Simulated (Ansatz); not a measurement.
## SiH2SF2: geometry relaxation (part 2 of 2)

The same run, continued: SiH2SF2; RKS PBE0-D4/def2-TZVP (Ansatz 0.2.0). 

Geometry of the input (Å):
```
Si -0.0035  0.8379  0.4541
S  0.3292  -0.9266  1.5464
F  -1.4144  0.8675  -0.2800
F  1.0852  1.0930  -0.6774
H  0.0349  2.0034  1.3563
H  0.4490  -0.2262  2.6894
```

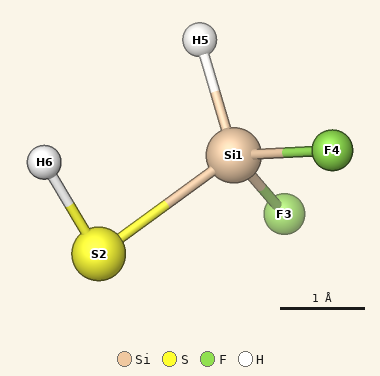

Figure 1. The geometry at step 15 of the log (ball-and-stick view, seen at a tilt; atoms are numbered from 1 in the order of the input).

### Trajectory as extended XYZ, continued
```
6
Properties=species:S:1:pos:R:3:forces:R:3 step=5 energy=-24174.69099
Si   -0.0047    0.8817    0.4714   -0.0043   0.0208  -0.0163
S     0.3242   -0.9177    1.5212   -0.0020  -0.0284  -0.0270
F    -1.4010    0.8316   -0.2752    0.0235  -0.0019  -0.0019
F     1.0805    1.0554   -0.6695   -0.0223  -0.0058   0.0054
H     0.0303    2.0558    1.3578    0.0015  -0.0054   0.0064
H     0.4511   -0.2578    2.6829    0.0036   0.0207   0.0334
6
Properties=species:S:1:pos:R:3:forces:R:3 step=6 energy=-24174.69107
Si   -0.0049    0.8818    0.4713   -0.0003   0.0010  -0.0031
S     0.3235   -0.9183    1.5217   -0.0007   0.0030   0.0000
F    -1.3993    0.8321   -0.2776   -0.0017  -0.0018   0.0003
F     1.0784    1.0556   -0.6706    0.0020  -0.0011  -0.0002
H     0.0306    2.0540    1.3601    0.0005  -0.0003   0.0032
H     0.4521   -0.2561    2.6837    0.0003  -0.0007  -0.0002
6
Properties=species:S:1:pos:R:3:forces:R:3 step=7 energy=-24174.69120
Si   -0.0096    0.8814    0.4721    0.0035   0.0002  -0.0058
S     0.3018   -0.9202    1.5251   -0.0043   0.0182   0.0237
F    -1.3977    0.8329   -0.2884    0.0003  -0.0048   0.0016
F     1.0833    1.0554   -0.6608    0.0005   0.0013   0.0020
H     0.0228    2.0533    1.3613   -0.0005  -0.0003   0.0029
H     0.4797   -0.2536    2.6793    0.0006  -0.0146  -0.0244
6
Properties=species:S:1:pos:R:3:forces:R:3 step=8 energy=-24174.69125
Si   -0.0103    0.8816    0.4721    0.0070  -0.0015   0.0005
S     0.2998   -0.9198    1.5256   -0.0086   0.0024   0.0057
F    -1.3977    0.8329   -0.2895   -0.0018  -0.0041  -0.0006
F     1.0840    1.0549   -0.6595    0.0011   0.0042  -0.0018
H     0.0219    2.0533    1.3616   -0.0013   0.0012   0.0015
H     0.4828   -0.2539    2.6783    0.0037  -0.0021  -0.0054
6
Properties=species:S:1:pos:R:3:forces:R:3 step=9 energy=-24174.69139
Si   -0.0129    0.8818    0.4724    0.0134  -0.0041   0.0065
S     0.2898   -0.9195    1.5278   -0.0176  -0.0185  -0.0199
F    -1.3970    0.8331   -0.2948   -0.0047  -0.0043  -0.0018
F     1.0864    1.0540   -0.6545    0.0014   0.0093  -0.0038
H     0.0178    2.0530    1.3626   -0.0024   0.0030  -0.0024
H     0.4962   -0.2533    2.6750    0.0099   0.0147   0.0213
6
Properties=species:S:1:pos:R:3:forces:R:3 step=10 energy=-24174.69161
Si   -0.0156    0.8820    0.4729    0.0183  -0.0055   0.0085
S     0.2788   -0.9195    1.5301   -0.0247  -0.0273  -0.0282
F    -1.3962    0.8333   -0.3005   -0.0058  -0.0055  -0.0013
F     1.0889    1.0532   -0.6490    0.0014   0.0133  -0.0042
H     0.0133    2.0532    1.3633   -0.0032   0.0037  -0.0047
H     0.5111   -0.2531    2.6717    0.0140   0.0213   0.0299
6
Properties=species:S:1:pos:R:3:forces:R:3 step=11 energy=-24174.69204
Si   -0.0196    0.8823    0.4736    0.0265  -0.0084   0.0123
S     0.2629   -0.9193    1.5336   -0.0344  -0.0360  -0.0339
F    -1.3950    0.8336   -0.3085   -0.0072  -0.0068  -0.0012
F     1.0927    1.0520   -0.6409    0.0006   0.0190  -0.0049
H     0.0068    2.0534    1.3643   -0.0047   0.0056  -0.0083
H     0.5325   -0.2528    2.6665    0.0191   0.0268   0.0361
6
Properties=species:S:1:pos:R:3:forces:R:3 step=12 energy=-24174.69302
Si   -0.0263    0.8831    0.4747    0.0433  -0.0167   0.0208
S     0.2368   -0.9183    1.5397   -0.0468  -0.0405  -0.0269
F    -1.3932    0.8337   -0.3216   -0.0089  -0.0079  -0.0013
F     1.0992    1.0497   -0.6271   -0.0033   0.0292  -0.0057
H    -0.0040    2.0540    1.3657   -0.0078   0.0102  -0.0158
H     0.5679   -0.2531    2.6572    0.0234   0.0257   0.0289
6
Properties=species:S:1:pos:R:3:forces:R:3 step=13 energy=-24174.69559
Si   -0.0401    0.8854    0.4768    0.0884  -0.0450   0.0418
S     0.1838   -0.9143    1.5529   -0.0289   0.0122   0.0792
F    -1.3899    0.8329   -0.3471   -0.0093  -0.0052  -0.0022
F     1.1132    1.0442   -0.5979   -0.0231   0.0496  -0.0016
H    -0.0259    2.0561    1.3682   -0.0161   0.0249  -0.0362
H     0.6395   -0.2552    2.6357   -0.0110  -0.0366  -0.0811
6
Properties=species:S:1:pos:R:3:forces:R:3 step=14 energy=-24174.66359 accepted=F
Si   -0.0684    0.8909    0.4852    0.1279  -0.1497   0.0067
S     0.0368   -0.9040    1.5925    0.7276   0.6879   0.8930
F    -1.3784    0.8219   -0.4007    0.0349   0.0319   0.0012
F     1.1519    1.0373   -0.5215   -0.1458   0.0282   0.1051
H    -0.0831    2.0698    1.3656   -0.0185   0.0480  -0.0753
H     0.8216   -0.2669    2.5675   -0.7261  -0.6464  -0.9308
6
Properties=species:S:1:pos:R:3:forces:R:3 step=15 energy=-24174.70258
Si   -0.0495    0.8871    0.4851    0.0096  -0.0154   0.0146
S     0.1063   -0.9078    1.5798    0.0198   0.0642   0.0839
F    -1.3809    0.8206   -0.3680    0.0043  -0.0013  -0.0087
F     1.1310    1.0485   -0.5590   -0.0020   0.0085   0.0080
H    -0.0526    2.0732    1.3561   -0.0126   0.0094  -0.0136
H     0.7261   -0.2725    2.5947   -0.0191  -0.0654  -0.0842
6
Properties=species:S:1:pos:R:3:forces:R:3 step=16 energy=-24174.70523
Si   -0.0627    0.8917    0.4910   -0.0100   0.0035   0.0093
S     0.0386   -0.8932    1.6093    0.2238   0.2102   0.2725
F    -1.3731    0.8140   -0.3944    0.0251  -0.0078   0.0194
F     1.1471    1.0458   -0.5208   -0.0041  -0.0181   0.0299
H    -0.0824    2.0908    1.3442   -0.0159   0.0059  -0.0195
H     0.8128   -0.3001    2.5594   -0.2189  -0.1937  -0.3116
6
Properties=species:S:1:pos:R:3:forces:R:3 step=17 energy=-24174.71534
Si   -0.0774    0.9028    0.5047    0.0052   0.0037   0.0017
S    -0.0293   -0.8600    1.6553    0.0206   0.0054   0.0076
F    -1.3614    0.7969   -0.4138   -0.0020   0.0067  -0.0046
F     1.1724    1.0333   -0.4609   -0.0108  -0.0177   0.0278
H    -0.1257    2.1253    1.3211   -0.0121   0.0220  -0.0145
H     0.9018   -0.3493    2.4822   -0.0010  -0.0200  -0.0179
6
Properties=species:S:1:pos:R:3:forces:R:3 step=18 energy=-24174.71515 accepted=F
Si   -0.0821    0.9033    0.5057   -0.0361   0.0070   0.0310
S    -0.0241   -0.8592    1.6592   -0.0519  -0.0136  -0.0192
F    -1.3616    0.8121   -0.4221    0.0209  -0.0424   0.0348
F     1.1737    1.0176   -0.4512    0.0372   0.0282  -0.0127
H    -0.1405    2.1282    1.3190    0.0165   0.0119  -0.0193
H     0.9150   -0.3530    2.4781    0.0134   0.0089  -0.0146
6
Properties=species:S:1:pos:R:3:forces:R:3 step=19 energy=-24174.71582
Si   -0.0787    0.9045    0.5074   -0.0071  -0.0097  -0.0108
S    -0.0298   -0.8603    1.6555    0.0038   0.0148   0.0089
F    -1.3609    0.7973   -0.4139   -0.0038   0.0051  -0.0009
F     1.1734    1.0294   -0.4551    0.0064  -0.0038   0.0155
H    -0.1300    2.1318    1.3166   -0.0084   0.0101  -0.0043
H     0.9064   -0.3536    2.4781    0.0091  -0.0165  -0.0084
6
Properties=species:S:1:pos:R:3:forces:R:3 step=20 energy=-24174.71810
Si   -0.0896    0.9108    0.5171   -0.0123   0.0740  -0.0021
S    -0.0684   -0.8378    1.6881    0.0070  -0.0075   0.0152
F    -1.3543    0.7913   -0.4269    0.0090  -0.0067   0.0042
F     1.1909    1.0166   -0.4102   -0.0081  -0.0057   0.0146
H    -0.1642    2.1601    1.2960    0.0055  -0.0446  -0.0260
H     0.9659   -0.3919    2.4244   -0.0011  -0.0097  -0.0059
6
Properties=species:S:1:pos:R:3:forces:R:3 step=21 energy=-24174.71324 accepted=F
Si   -0.1054    0.9276    0.5157    0.0654  -0.4207   0.2634
S    -0.0925   -0.8158    1.7194   -0.0540   0.1105  -0.1259
F    -1.3482    0.7810   -0.4465   -0.0926   0.0546  -0.0406
F     1.1961    1.0088   -0.3746    0.1322   0.0435  -0.1293
H    -0.1755    2.1650    1.2909   -0.0716   0.1892   0.0231
H     1.0059   -0.4174    2.3837    0.0206   0.0227   0.0094
6
Properties=species:S:1:pos:R:3:forces:R:3 step=22 energy=-24174.71850
Si   -0.0937    0.9167    0.5198    0.0037   0.0025   0.0025
S    -0.0799   -0.8272    1.6996   -0.0066  -0.0137   0.0080
F    -1.3521    0.7863   -0.4307    0.0040   0.0040   0.0018
F     1.1958    1.0142   -0.3953   -0.0009   0.0024   0.0011
H    -0.1747    2.1700    1.2866   -0.0022  -0.0022  -0.0055
H     0.9850   -0.4109    2.4085    0.0019   0.0070  -0.0078
6
Properties=species:S:1:pos:R:3:forces:R:3 step=23 energy=-24174.71861
Si   -0.0954    0.9168    0.5221   -0.0040  -0.0007  -0.0021
S    -0.0859   -0.8245    1.7064    0.0020   0.0011   0.0015
F    -1.3501    0.7868   -0.4330   -0.0020  -0.0012  -0.0006
F     1.1984    1.0113   -0.3870    0.0031   0.0003   0.0015
H    -0.1804    2.1725    1.2839    0.0016   0.0020   0.0010
H     0.9937   -0.4138    2.3962   -0.0007  -0.0015  -0.0014
6
Properties=species:S:1:pos:R:3:forces:R:3 step=24 energy=-24174.71862
Si   -0.0967    0.9176    0.5231   -0.0002   0.0013  -0.0018
S    -0.0892   -0.8218    1.7102    0.0014  -0.0008   0.0008
F    -1.3494    0.7859   -0.4345   -0.0002  -0.0007   0.0013
F     1.2001    1.0101   -0.3822    0.0001   0.0001   0.0014
H    -0.1835    2.1751    1.2818    0.0006   0.0003  -0.0005
H     0.9991   -0.4179    2.3902   -0.0017  -0.0002  -0.0012
```

### Results in brief

| quantity | value |
| --- | --- |
| outcome | converged |
| total energy | −24174.7186 eV |
| mean-field energy | −24174.6125 eV |
| dispersion energy | −0.1061 eV |
| SCF solution under orbital rotations | stable |
| largest force (length of the vector) at the end | 0.002 eV/Å |
| dipole moment | 1.86 D |
| hardware | 4 threads of Arm Neoverse V1, 23 GiB of memory available, shared host |
| wall time | 36 s (CPU time 2.2 min) |
| peak memory | 0.53 GiB |
